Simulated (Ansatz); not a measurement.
**One shape, several levels: BHSCl (SMILES S[B]Cl)**

Wanted: a comparison of 6 runs (UHF/STO-3G, U-revPBE/STO-3G, UHSE06/STO-3G, USVWN5/STO-3G, UBCCD(T)/STO-3G, UCCSD/STO-3G) of BHSCl. 

The results are computed with Ansatz 0.2.0.

75 further runs of the same task are left out: 2 that didn't finish, 73 set aside as unsound or not needed.

## Step 1: The system as given

BHSCl has 4 atoms, charge 0, and is taken as a doublet. SMILES: `S[B]Cl`. The B2–S1 distance was set to 2.208 Å, away from the relaxed value.

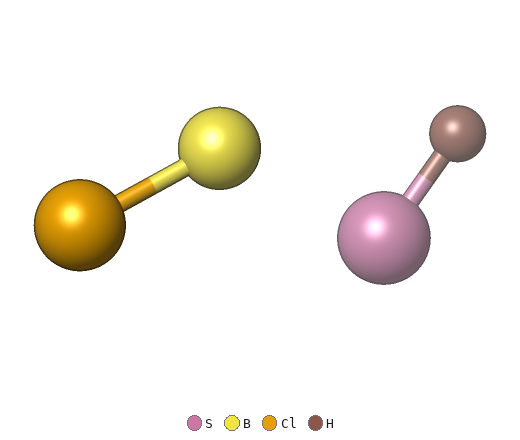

The structure, seen from a chosen angle (sulfur pink, boron yellow, chlorine amber, hydrogen brown).

## Step 2: The energy at UHF/STO-3G (run 1)

in.yaml reads:

```yaml
crystal:
  periodic: [false, false, false]
  atoms:
    - {symbol: S, position_ang: [0.782880, -1.105271, 0.750680]}
    - {symbol: B, position_ang: [-0.299600, 0.475700, -0.345800]}
    - {symbol: Cl, position_ang: [-2.014100, 0.616000, -0.427300]}
    - {symbol: H, position_ang: [2.019380, -0.679071, 0.440680]}
basis:
  gaussian:
    orbitals: STO-3G
magnetization:
  spin_polarized: true
  initial_magnetization: 1
hamiltonian:
  xc: hf
accuracy: high
```

On the command line:

```console
ansatz run in.yaml --threads 1 --pin off --max-ram 2610MiB --events-out events.jsonl --progress --plain --runs-dir runs
```

What it wrote:

```text
Warning: RAYON_NUM_THREADS=1 ignored (pool sized by the plan → 1); use --threads N
Functional definition: HF
  name "HF"
  exchange = exact_x
  correlation = 0
415 factors; integrals over basis functions are off by at most 1.9e-8 eV
mean field evaluation 1: about -23742.6004 eV, gradient 1.5e1 eV
mean field evaluation 2: about -23742.6520 eV, gradient 1.5e1 eV
mean field evaluation 4: about -23745.3850 eV, gradient 2.5e0 eV
mean field evaluation 8: about -23745.5993 eV, gradient 1.8e-2 eV
mean field evaluation 16: about -23740.2652 eV, gradient 7.8e0 eV
mean field -23745.59576831 eV, -872.6345491424 hartree, gradient 2.4e-8 eV, S^2 0.777592; 0 other end points of the search recorded, 0 dependent functions left out
reference -23745.59576831 eV, -872.6345491424 hartree; 20, 19 occupied and 4, 5 virtual orbitals, 415 factors
Total energy: -23745.59576831 eV, -872.6345491424 hartree
```

Run time: 0.22 s. Hardware: 1 thread of Arm Neoverse V1, shared host.

## Step 3: A single-point energy at U-revPBE/STO-3G (run 2)

molecule.yaml reads:

```yaml
basis:
  gaussian:
    orbitals: STO-3G
crystal:
  periodic: [false, false, false]
  atoms:
    - {symbol: S, position_ang: [0.782880, -1.105271, 0.750680]}
    - {symbol: B, position_ang: [-0.299600, 0.475700, -0.345800]}
    - {symbol: Cl, position_ang: [-2.014100, 0.616000, -0.427300]}
    - {symbol: H, position_ang: [2.019380, -0.679071, 0.440680]}
magnetization:
  spin_polarized: true
  initial_magnetization: 1
accuracy: high
hamiltonian:
  xc: {name: revPBE}
```

On the command line:

```console
ansatz run molecule.yaml --threads 1 --pin off --max-ram 2610MiB --events-out events.jsonl --progress --plain --runs-dir runs
```

What it wrote:

```text
Warning: RAYON_NUM_THREADS=1 ignored (pool sized by the plan → 1); use --threads N
Functional definition: revPBE
  name "revPBE"
  parameter kappa = 1.245
  parameter beta = 0.06672455060314922
  exchange = pbe_x(kappa = kappa, mu = beta*pi^2/3)
  correlation = pbe_c(beta = beta)
415 factors; integrals over basis functions are off by at most 1.9e-8 eV
mean field evaluation 1: about -23778.7841 eV, gradient 7.1e0 eV
mean field evaluation 2: about -23776.4934 eV, gradient 2.0e1 eV
mean field evaluation 4: about -23779.3245 eV, gradient 1.5e0 eV
mean field evaluation 8: about -23779.3025 eV, gradient 1.8e-2 eV
mean field evaluation 16: about -23779.3025 eV, gradient 4.2e-7 eV
mean field -23779.30252408 eV, -873.8732495698 hartree, gradient 4.0e-8 eV, S^2 0.760548; 0 other end points of the search recorded, 0 dependent functions left out
reference -23779.30252630 eV, -873.8732496515 hartree; 20, 19 occupied and 4, 5 virtual orbitals, 415 factors
Total energy: -23779.30252630 eV, -873.8732496515 hartree
```

It took 2.1 s on 1 thread of Arm Neoverse V1, shared host; peak memory 0.13 GiB.

Run 3 isn't shown in full; the table further down has it.

## Step 4: The energy at USVWN5/STO-3G (run 4)

in.yaml reads:

```yaml
crystal:
  periodic: [false, false, false]
  atoms:
    - symbol: S
      position_ang: [0.782880, -1.105271, 0.750680]
    - symbol: B
      position_ang: [-0.299600, 0.475700, -0.345800]
    - symbol: Cl
      position_ang: [-2.014100, 0.616000, -0.427300]
    - symbol: H
      position_ang: [2.019380, -0.679071, 0.440680]
basis:
  gaussian: {orbitals: STO-3G}
magnetization: {spin_polarized: true, initial_magnetization: 1}
hamiltonian: {xc: {name: SVWN5}}
accuracy: high
```

On the command line:

```console
ansatz run in.yaml --threads 1 --pin off --max-ram 2610MiB --events-out events.jsonl --progress --plain --runs-dir runs
```

What it wrote:

```text
Warning: RAYON_NUM_THREADS=1 ignored (pool sized by the plan → 1); use --threads N
Functional definition: SVWN5
  name "SVWN5"
  exchange = slater_x
  correlation = vwn5_c
415 factors; integrals over basis functions are off by at most 1.9e-8 eV
mean field evaluation 1: about -23695.3939 eV, gradient 7.0e0 eV
mean field evaluation 2: about -23692.8146 eV, gradient 2.1e1 eV
mean field evaluation 4: about -23695.8868 eV, gradient 1.7e0 eV
mean field evaluation 8: about -23695.8690 eV, gradient 2.6e-2 eV
mean field evaluation 16: about -23695.8691 eV, gradient 2.9e-7 eV
mean field -23695.86905635 eV, -870.8071261839 hartree, gradient 2.0e-8 eV, S^2 0.760312; 0 other end points of the search recorded, 0 dependent functions left out
reference -23695.86905804 eV, -870.8071262462 hartree; 20, 19 occupied and 4, 5 virtual orbitals, 415 factors
Total energy: -23695.86905804 eV, -870.8071262462 hartree
```

It took 1.3 s on 1 thread of Arm Neoverse V1, shared host; peak memory 0.11 GiB.

Run 5 isn't shown in full; the table further down has it.

## Step 5: The energy at UCCSD/STO-3G (run 6)

run.yaml reads:

```yaml
crystal:
  periodic: [false, false, false]
  atoms:
    - {symbol: S, position_ang: [0.782880, -1.105271, 0.750680]}
    - {symbol: B, position_ang: [-0.299600, 0.475700, -0.345800]}
    - {symbol: Cl, position_ang: [-2.014100, 0.616000, -0.427300]}
    - {symbol: H, position_ang: [2.019380, -0.679071, 0.440680]}
basis:
  gaussian:
    orbitals: STO-3G
total_charge: 0
magnetization:
  spin_polarized: true
  initial_magnetization: 1
correlation:
  method: ccsd
  frozen_orbitals: {B: 1, Cl: 5, H: 0, S: 5}
accuracy: high
scf:
  omitted_lower_state_checks: [cluster_reference, increment]
```

On the command line:

```console
ansatz run run.yaml --threads 1 --pin off --max-ram 2610MiB --events-out events.jsonl --progress --plain --runs-dir runs
```

What it wrote (excerpt; [...] marks lines left out):

```text
Warning: RAYON_NUM_THREADS=1 ignored (pool sized by the plan → 1); use --threads N
[... 2 set-up lines as earlier in the session ...]
[...]
415 factors; integrals over basis functions are off by at most 1.9e-8 eV
[...]
mean field -23745.59576831 eV, -872.6345491424 hartree, gradient 2.4e-8 eV, S^2 0.777592; 3 other end points of the search recorded, 0 dependent functions left out
11 core orbitals not correlated: weight in the atoms' cores, before any rotation towards them, 1.000 or more for the frozen orbitals, at most 0.000 for the correlated occupied ones
reference -23745.59576831 eV, -872.6345491424 hartree; 9, 8 occupied and 4, 5 virtual orbitals, 415 factors
second order -1.71269428 eV of doubles, -0.00000000 eV of singles
cycle   1  -2.06345438 eV  change   -3.5e-1 eV  update   8.9e-2
[...]
cycle  27  -2.43256538 eV  change   9.2e-10 eV  update   1.6e-9
Total energy: -23748.02833369 eV, -872.7239442712 hartree
Checks for a lower state left out: cluster_reference, increment
```

It took 0.46 s on 1 thread of Arm Neoverse V1, shared host.

## Step 6: Overview of the runs

```
run            level  frozen core orbitals  energy (Eh)   ⟨S²⟩  wall time
  1       UHF/STO-3G                     –  -872.634549  0.778     0.22 s
  2  U-revPBE/STO-3G                     –  -873.873250  0.761      2.1 s
  3    UHSE06/STO-3G                     –  -873.714498  0.758      2.7 s
  4    USVWN5/STO-3G                     –  -870.807126  0.760      1.3 s
  5  UBCCD(T)/STO-3G                    11  -872.727066  0.778     0.56 s
  6     UCCSD/STO-3G                    11  -872.723944  0.778     0.46 s
```

## Step 7: Summary of results

| quantity | value |
| --- | --- |
| run 6: total energy | -872.72394 Eh |
| run 6: correlation energy (11 core orbitals frozen) | -89.4 mEh |
| run 6: ⟨S²⟩ of the reference determinant | 0.778 |
| run 6: T1 diagnostic | 0.027 |

What this shows: Below the UHF energy at the same shape and in the same basis (STO-3G): UBCCD(T) -92.5 mEh; UCCSD -89.4 mEh. Totals of different functionals can't be ranked against each other. In runs 1, 2, 3, 4, 5, 6 the basis is minimal, so the values are rough. All runs together took 7.4 s, the longest 2.7 s.
